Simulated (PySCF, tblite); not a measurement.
# C₆H₁₀NP: a rotation path, then NMR shifts on frames, part 2 of 2

tblite 0.8.0 and PySCF 2.14.0. Atoms count from 0.

## (5) NMR shieldings: image 4, PBE0/pcSseg-1

Job settings and geometry (Å):

```
{"job": {"kind": "nmr", "xc": "PBE0", "basis": "pcSseg-1", "pop": false}, "charge": 0, "multiplicity": 1}
N      4.244700     1.413600     0.241000
C      3.522400     0.528000     0.274700
C      2.579200    -0.558800     0.304400
C      1.245900    -0.150800    -0.354800
P     -0.177200    -0.376600     0.834400
C     -1.468200     0.433800    -0.183500
C     -2.910700     0.162400     0.134900
C     -2.299900    -0.431600    -1.089300
H      3.023000    -1.418800    -0.203000
H      2.422500    -0.838600     1.352200
H      1.282600     0.889500    -0.693100
H      1.048900    -0.777000    -1.228800
H      0.134700     0.761800     1.595500
H     -1.218900     1.429200    -0.538700
H     -3.135900    -0.499500     0.957800
H     -3.612600     0.974800     0.026000
H     -2.110800    -1.495400    -1.092400
H     -2.578500    -0.039600    -2.055600
```

With the program's defaults for keys left out, this is: GIAO PBE0/pcSseg-1 NMR shielding, non-relativistic, gas phase.

Log:

```text
coarse grid: 15408 points
cycle   1  E = -630.0666466247  dE =  1.030e+00  |g| = 4.905e-01  |ddm| = 3.862e+00
cycle   2  E = -629.9340676597  dE =  1.326e-01  |g| = 9.271e-01  |ddm| = 1.180e+00
cycle   3  E = -630.1242114284  dE = -1.901e-01  |g| = 1.480e-01  |ddm| = 7.639e-01
cycle   4  E = -630.1289155420  dE = -4.704e-03  |g| = 4.606e-02  |ddm| = 1.319e-01
cycle   5  E = -630.1293955279  dE = -4.800e-04  |g| = 9.870e-03  |ddm| = 5.100e-02
cycle   6  E = -630.1294194503  dE = -2.392e-05  |g| = 2.630e-03  |ddm| = 1.346e-02
cycle   7  E = -630.1294208473  dE = -1.397e-06  |g| = 8.957e-04  |ddm| = 2.890e-03
final grid: 143888 points
cycle   8  E = -630.1779502864  dE = -3.928e-05  |g| = 8.656e-03  |ddm| = 3.223e-02
cycle   9  E = -630.1779431544  dE =  7.132e-06  |g| = 1.025e-02  |ddm| = 1.600e-02
cycle  10  E = -630.1779694425  dE = -2.629e-05  |g| = 5.770e-04  |ddm| = 9.188e-03
cycle  11  E = -630.1779695185  dE = -7.597e-08  |g| = 2.377e-04  |ddm| = 9.149e-04
cycle  12  E = -630.1779695275  dE = -9.075e-09  |g| = 1.356e-04  |ddm| = 2.471e-04
cycle  13  E = -630.1779695312  dE = -3.671e-09  |g| = 4.222e-05  |ddm| = 1.066e-04
cycle  14  E = -630.1779695316  dE = -3.763e-10  |g| = 7.984e-06  |ddm| = 3.492e-05
converged SCF energy = -630.1779695316

GIAO shielding tensors (ppm)
atom      isotropic    diamagn.    paramagn.     s11        s22        s33       span
  0 N      -30.587     338.720    -369.307   -200.695   -183.910    292.844    493.539
  1 C       61.754     258.990    -197.236    -61.991    -47.634    294.888    356.879
  2 C      173.674     247.342     -73.668    159.106    172.805    189.112     30.006
  3 C      164.204     254.499     -90.295    139.957    162.220    190.435     50.478
  4 P      397.392     968.020    -570.628    308.230    408.782    475.165    166.935
  5 C      179.333     251.843     -72.511    144.097    170.558    223.344     79.247
  6 C      181.080     256.058     -74.978    151.413    178.053    213.774     62.360
  7 C      180.949     252.610     -71.661    147.783    179.385    215.679     67.896
  8 H       29.161      26.361       2.800     23.724     28.014     35.746     12.022
  9 H       29.914      28.509       1.404     24.430     30.928     34.382      9.952
 10 H       29.360      35.329      -5.969     24.199     30.114     33.769      9.569
 11 H       29.721      34.245      -4.524     23.913     30.733     34.517     10.603
 12 H       27.618      31.990      -4.372     22.684     27.561     32.608      9.924
 13 H       30.717      33.685      -2.969     22.965     29.097     40.088     17.123
 14 H       31.310      31.656      -0.345     24.992     28.668     40.272     15.280
 15 H       30.933      30.560       0.373     24.910     26.317     41.573     16.664
 16 H       31.522      31.726      -0.204     25.904     28.631     40.029     14.125
 17 H       30.963      30.903       0.060     25.404     26.147     41.336     15.932
```

Run time: 79 s. Hardware: 1 thread of Intel Xeon at 2.50GHz, shared host; peak memory 0.91 GiB.

This run: δ C1 125.2, C3 22.7, C2 13.3, C5 7.6, H12 4.10, H8 2.56 ppm.

## (6) NMR shieldings: image 6, PBE0/pcSseg-1

Job settings and geometry (Å):

```
{"job": {"kind": "nmr", "xc": "PBE0", "basis": "pcSseg-1", "pop": false}, "charge": 0, "multiplicity": 1}
N      3.883000     1.533900     0.869900
C      3.326200     0.577300     0.584200
C      2.605300    -0.602400     0.183600
C      1.255100    -0.229600    -0.451600
P     -0.113500    -0.264200     0.819800
C     -1.432400     0.455500    -0.231100
C     -2.864400     0.258300     0.176800
C     -2.321000    -0.485800    -0.996400
H      3.229300    -1.157900    -0.522400
H      2.449500    -1.232000     1.065600
H      1.311600     0.753500    -0.928300
H      0.995400    -0.964100    -1.219200
H      0.255900     0.943200     1.430000
H     -1.178700     1.395500    -0.711800
H     -3.063900    -0.300800     1.078800
H     -3.554600     1.070500     0.007600
H     -2.156500    -1.547900    -0.886000
H     -2.635200    -0.196800    -1.988000
```

With the program's defaults for keys left out, this is: GIAO PBE0/pcSseg-1 NMR shielding, non-relativistic, gas phase.

Log:

```text
coarse grid: 15408 points
cycle   1  E = -630.0695327199  dE =  1.031e+00  |g| = 4.891e-01  |ddm| = 3.858e+00
cycle   2  E = -629.9383954686  dE =  1.311e-01  |g| = 9.233e-01  |ddm| = 1.169e+00
cycle   3  E = -630.1267565440  dE = -1.884e-01  |g| = 1.487e-01  |ddm| = 7.557e-01
cycle   4  E = -630.1315136388  dE = -4.757e-03  |g| = 4.545e-02  |ddm| = 1.310e-01
cycle   5  E = -630.1319782834  dE = -4.646e-04  |g| = 1.003e-02  |ddm| = 4.984e-02
cycle   6  E = -630.1320033001  dE = -2.502e-05  |g| = 2.630e-03  |ddm| = 1.401e-02
cycle   7  E = -630.1320047091  dE = -1.409e-06  |g| = 8.743e-04  |ddm| = 2.943e-03
final grid: 143888 points
cycle   8  E = -630.1801808842  dE = -3.772e-05  |g| = 8.501e-03  |ddm| = 3.006e-02
cycle   9  E = -630.1801737503  dE =  7.134e-06  |g| = 1.012e-02  |ddm| = 1.581e-02
cycle  10  E = -630.1801994173  dE = -2.567e-05  |g| = 7.193e-04  |ddm| = 8.959e-03
cycle  11  E = -630.1801995060  dE = -8.866e-08  |g| = 4.230e-04  |ddm| = 9.849e-04
cycle  12  E = -630.1801995390  dE = -3.299e-08  |g| = 1.530e-04  |ddm| = 3.364e-04
cycle  13  E = -630.1801995442  dE = -5.190e-09  |g| = 3.161e-05  |ddm| = 1.334e-04
cycle  14  E = -630.1801995444  dE = -2.174e-10  |g| = 7.888e-06  |ddm| = 3.120e-05
converged SCF energy = -630.1801995444

GIAO shielding tensors (ppm)
atom      isotropic    diamagn.    paramagn.     s11        s22        s33       span
  0 N      -30.796     339.160    -369.956   -201.113   -188.089    296.815    497.928
  1 C       61.991     259.472    -197.482    -60.106    -47.843    293.921    354.026
  2 C      172.208     248.651     -76.443    160.247    171.190    185.187     24.940
  3 C      163.109     254.951     -91.843    144.937    159.319    185.070     40.133
  4 P      401.417     968.332    -566.915    312.053    418.190    474.008    161.955
  5 C      179.755     252.049     -72.294    144.279    171.180    223.806     79.527
  6 C      181.104     255.949     -74.845    151.374    178.043    213.894     62.520
  7 C      181.048     252.892     -71.844    147.733    179.416    215.995     68.262
  8 H       29.015      26.099       2.916     23.200     27.772     36.072     12.872
  9 H       29.676      28.683       0.992     25.122     29.347     34.558      9.436
 10 H       29.411      34.909      -5.498     24.804     29.784     33.645      8.842
 11 H       29.899      34.318      -4.419     23.801     30.734     35.162     11.361
 12 H       27.411      32.563      -5.152     22.260     27.517     32.456     10.196
 13 H       30.716      33.767      -3.050     22.831     29.097     40.221     17.390
 14 H       31.301      31.784      -0.482     24.957     28.668     40.279     15.322
 15 H       30.915      30.637       0.278     24.899     26.299     41.547     16.648
 16 H       31.506      31.840      -0.333     25.886     28.625     40.008     14.122
 17 H       30.971      30.944       0.027     25.377     26.153     41.382     16.005
```

Run time: 77 s. Hardware: 1 thread of Intel Xeon at 2.50GHz, shared host; peak memory 0.91 GiB.

In short: δ C1 124.9, C3 23.8, C2 14.7, C5 7.2, H12 4.31, H8 2.70 ppm.

## (7) Nuclear shieldings: image 8, PBE0/pcSseg-1

Job settings and geometry (Å):

```
{"job": {"kind": "nmr", "xc": "PBE0", "basis": "pcSseg-1", "pop": false}, "charge": 0, "multiplicity": 1}
N      3.459000     1.410400     1.497400
C      3.110000     0.519800     0.871400
C      2.654500    -0.581000     0.061500
C      1.278100    -0.279400    -0.542600
P     -0.048000    -0.190900     0.773800
C     -1.393900     0.441500    -0.303400
C     -2.806800     0.376400     0.203700
C     -2.365200    -0.553100    -0.876300
H      3.390600    -0.752500    -0.730800
H      2.604100    -1.475400     0.690200
H      1.307900     0.655700    -1.109500
H      1.001700    -1.087100    -1.227700
H      0.340100     1.065100     1.260600
H     -1.129500     1.293100    -0.923100
H     -2.975500    -0.034300     1.188400
H     -3.473800     1.186700    -0.050600
H     -2.233400    -1.594700    -0.620500
H     -2.728600    -0.394200    -1.880700
```

With the program's defaults for keys left out, this is: GIAO PBE0/pcSseg-1 NMR shielding, non-relativistic, gas phase.

Log:

```text
coarse grid: 15408 points
cycle   1  E = -630.0723100448  dE =  1.029e+00  |g| = 4.869e-01  |ddm| = 3.862e+00
cycle   2  E = -629.9428568049  dE =  1.295e-01  |g| = 9.186e-01  |ddm| = 1.157e+00
cycle   3  E = -630.1290064280  dE = -1.861e-01  |g| = 1.499e-01  |ddm| = 7.486e-01
cycle   4  E = -630.1338570826  dE = -4.851e-03  |g| = 4.485e-02  |ddm| = 1.314e-01
cycle   5  E = -630.1343084488  dE = -4.514e-04  |g| = 1.004e-02  |ddm| = 5.005e-02
cycle   6  E = -630.1343338425  dE = -2.539e-05  |g| = 2.674e-03  |ddm| = 1.461e-02
cycle   7  E = -630.1343353219  dE = -1.479e-06  |g| = 8.531e-04  |ddm| = 3.060e-03
final grid: 143888 points
cycle   8  E = -630.1821767117  dE = -3.914e-05  |g| = 8.676e-03  |ddm| = 3.306e-02
cycle   9  E = -630.1821689986  dE =  7.713e-06  |g| = 1.039e-02  |ddm| = 1.629e-02
cycle  10  E = -630.1821959842  dE = -2.699e-05  |g| = 8.218e-04  |ddm| = 9.259e-03
cycle  11  E = -630.1821960997  dE = -1.155e-07  |g| = 4.675e-04  |ddm| = 1.042e-03
cycle  12  E = -630.1821961414  dE = -4.166e-08  |g| = 1.458e-04  |ddm| = 3.604e-04
cycle  13  E = -630.1821961462  dE = -4.830e-09  |g| = 3.091e-05  |ddm| = 1.377e-04
cycle  14  E = -630.1821961464  dE = -2.124e-10  |g| = 8.006e-06  |ddm| = 3.159e-05
converged SCF energy = -630.1821961464

GIAO shielding tensors (ppm)
atom      isotropic    diamagn.    paramagn.     s11        s22        s33       span
  0 N      -34.344     339.429    -373.774   -203.985   -195.167    296.119    500.104
  1 C       63.037     260.633    -197.596    -55.664    -47.969    292.746    348.410
  2 C      170.450     248.654     -78.204    159.408    170.989    180.954     21.547
  3 C      162.042     255.773     -93.730    145.607    162.175    178.344     32.737
  4 P      404.360     968.811    -564.451    331.464    420.602    461.013    129.548
  5 C      179.802     252.225     -72.424    145.781    169.131    224.493     78.712
  6 C      181.519     255.728     -74.209    151.755    178.563    214.239     62.484
  7 C      180.323     253.372     -73.050    146.873    178.734    215.361     68.488
  8 H       28.972      25.836       3.136     23.254     27.334     36.329     13.075
  9 H       29.431      28.316       1.115     25.217     27.931     35.146      9.930
 10 H       29.439      34.680      -5.241     24.707     29.557     34.055      9.348
 11 H       30.025      34.147      -4.122     24.180     30.386     35.508     11.328
 12 H       27.251      33.526      -6.275     21.562     27.535     32.657     11.094
 13 H       30.803      33.930      -3.126     22.944     29.171     40.294     17.350
 14 H       31.271      31.912      -0.641     24.893     28.672     40.247     15.353
 15 H       30.900      30.733       0.167     24.900     26.268     41.531     16.631
 16 H       31.486      31.942      -0.456     25.744     28.679     40.035     14.291
 17 H       30.955      31.008      -0.053     25.325     26.184     41.355     16.030
```

It took 73 s on 1 thread of Intel Xeon at 2.50GHz, shared host; peak memory 0.91 GiB.

Key values: δ C1 123.9, C3 24.9, C2 16.5, C5 7.1, H12 4.47, H8 2.74 ppm.

## (8) Run by run: NMR shifts

Shifts (ppm) of some atoms, chosen among heavy atoms and hydrogens apart, with basis size and wall time:

| frame | C1 | C3 | C2 | H12 | H9 | N0 | P4 | functions | time |
| --- | --- | --- | --- | --- | --- | --- | --- | --- | --- |
| image 0 | 124.1 | 26.7 | 15.9 | 3.86 | 2.06 | 298.1 | -76.1 | 193 | 78 s |
| image 2 | 124.5 | 25.0 | 14.7 | 3.91 | 1.85 | 298.8 | -75.5 | 193 | 78 s |
| image 4 | 125.2 | 22.7 | 13.3 | 4.10 | 1.80 | 298.3 | -79.0 | 193 | 79 s |
| image 6 | 124.9 | 23.8 | 14.7 | 4.31 | 2.04 | 298.5 | -83.0 | 193 | 77 s |
| image 8 | 123.9 | 24.9 | 16.5 | 4.47 | 2.29 | 302.1 | -86.0 | 193 | 73 s |

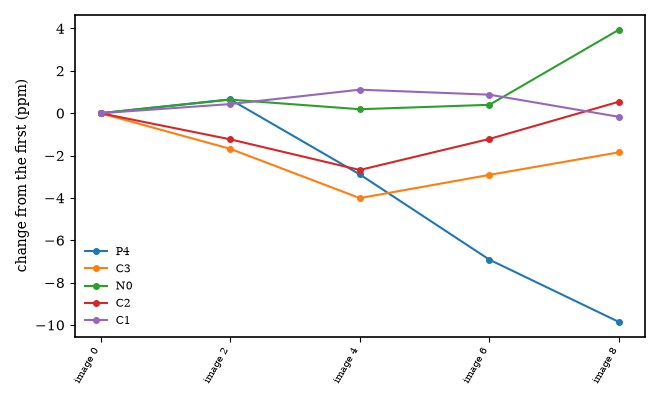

How five of the tabulated atoms move from run to run.

## (9) Outcome

The summary covers parts 1 to 2.

| quantity | value |
| --- | --- |
| barrier | 0.085 eV (2.0 kcal/mol) at image 4 |
| end to end (GFN2-xTB) | 0.006 eV |
| ¹³C shifts against TMS (PBE0/pcSseg-1, image 0) | 124.1, 26.7, 15.9, 7.5, 6.4, 6.0 ppm |
| ¹H shifts against TMS (PBE0/pcSseg-1, image 0) | 3.86, 2.40, 2.30, 2.06, 1.88, 1.04, 0.82, 0.82, 0.45, 0.26 ppm |
| ¹⁵N shifts against NH3 (PBE0/pcSseg-1, image 0) | 298.1 ppm |
| ³¹P shifts against H3PO4 (PBE0/pcSseg-1, image 0) | -76.1 ppm |
| range of the shift of P4 | -86.0 to -75.5 ppm |

**Reading.** Along the band the dihedral turns by 114°, and the top (dihedral 237°) lies 2.0 kcal/mol above the start (GFN2-xTB, rough), so at room temperature this motion is fast. Ends this close can change order at a higher level. The top was not checked by a frequency run. Shifts at one fixed geometry are not the observed spectrum, which averages over the motion. In the first frame run (image 0): The widest tensor belongs to N0: span 494 ppm, with a paramagnetic part of -369 ppm. In ppm, P4 moves most: its shift spreads over 10.5 ppm, from -86.0 (image 8) to -75.5 (image 2).
